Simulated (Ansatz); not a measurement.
# Fields on a plane of Re (hcp, Mg type)

```
Re
1.0
    2.75094     0.00000     0.00000
   -1.37547     2.38238     0.00000
    0.00000     0.00000     4.44156
Re
2
Cartesian
  0.00000   1.58825   3.33117
  1.37547   0.79413   1.11039
```

The slice is a (1 -1 0 0) plane (indices of the conventional cell) through the point (0.333, 0.667, 0.750) (fractional), spanned by u = [110] and v = [001] in vectors of this cell: u (2.75 Å) and v (4.44 Å, at 90° to u). It covers one period; positions are fractions (u, v).

Atoms on it: Re at (0.00, 0.00). Other atoms lie within 1 Å of the plane.

Method: PBEsol (plane waves to 420 eV, PAW, scalar-relativistic; Ansatz, a first-principles code). k mesh 19×19×11. Inside the PAW spheres the values are not all-electron values, and peaks at nuclei hang on which shells count as valence. Re is run without spin polarisation. Re was relaxed with its symmetry unable to fall. Spin-orbit coupling is left out, though Re is heavy. The PAW data are Ansatz's earlier set.

```
|9999998877552211000011225577889999|
|9999998866442211000011224466889999|
|9999887755331100000000113355778899|
|7777665533221100000000112233556677|
|5555443322110000000000001122334455|
|3333222211000000000000000011222233|
|1111111100000000000000000000111111|
|0000000000000000000000000000000000|
|0000000000000011111111000000000000|
|0000000000111111222211111100000000|
|0000000011112233333333221111000000|
|0000000011223344444444332211000000|
|0000001111223344555544332211110000|
|0000001111334455555555443311110000|
|0000001111223344555544332211110000|
|0000000011223344444444332211000000|
|0000000011112233333333221111000000|
|0000000000111111222211111100000000|
|0000000000000011111111000000000000|
|0000000000000000000000000000000000|
|1111111100000000000000000000111111|
|3333222211000000000000000011222233|
|5555443322110000000000001122334455|
|7777665533221100000000112233556677|
|9999887755331100000000113355778899|
|9999998866442211000011224466889999|
|9999998877552211000011225577889999|
|9999999977553311111111335577999999|
```
Scale: ten equal steps from -0.49 (start of '0') to 0.85 (end of '9'), in the order '0123456789'. Values: log₁₀ of the valence density in e/Å³. The map has 17 points along u (two characters each, u = 0 at the left) and 28 along v (v = 0 in the bottom row). The scale is logarithmic, as a density can span decades between atoms and voids.

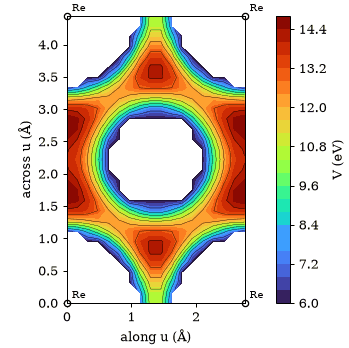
Fig. 1. Electrostatic potential energy of an electron, from the cell's mean, in eV, one period of the plane, atoms marked. Points within 1 Å of a nucleus are left white, as the pseudised field means little there. Values under 6 eV are set to 6. The zero, the cell's mean, hangs on the PAW cores.

The density on the Re–Re line (2.75 Å) at its midpoint is 0.43 e/Å³ and the ELF at that point is 0.4.
